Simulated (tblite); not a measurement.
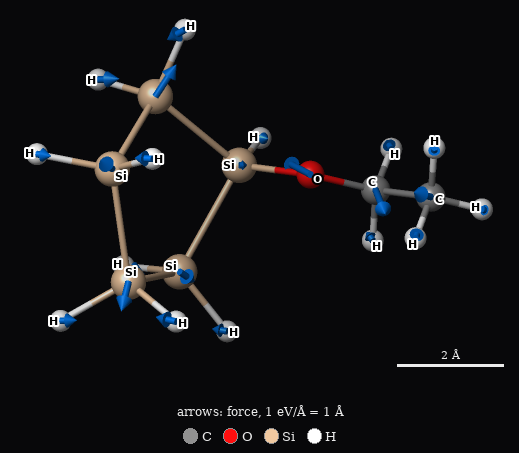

Starting geometry of C2H14OSi5 with the computed forces as blue arrows. Style: ball-and-stick. Shown at a tilt.

All numbers below come from GFN2-xTB geometry optimisation, gas phase (tblite). 

**Is this structure relaxed? If not, where do the atoms go?**

It isn't relaxed: the largest force vector, on the O atom, is 1.30 eV/Å. The final displacements have little in common with the starting forces (cosine between the two patterns 0.19). Over 100 geometry steps the energy falls by 8.61 kcal/mol. The largest move after the best rigid fit is that of an H atom, 0.66 Å. By element the largest moves are H 0.66 Å, O 0.58 Å, C 0.34 Å, Si 0.32 Å. Some distances before and after: O–Si 1.679 → 1.635 Å, Si–Si 2.305 → 2.340 Å, H–Si 1.497 → 1.472 Å, C–O 1.412 → 1.394 Å. Bond angles that change, for instance: O–Si–Si 110.6° → 97.7°, C–O–Si 118.7° → 128.3°, Si–Si–Si 100.6° → 107.9°. Groups turn about O–Si by about 35°, C–O by about 25°. Cost: 2.8 s on 1 thread of Intel(R) Xeon(R) Processor, with other jobs on the host.
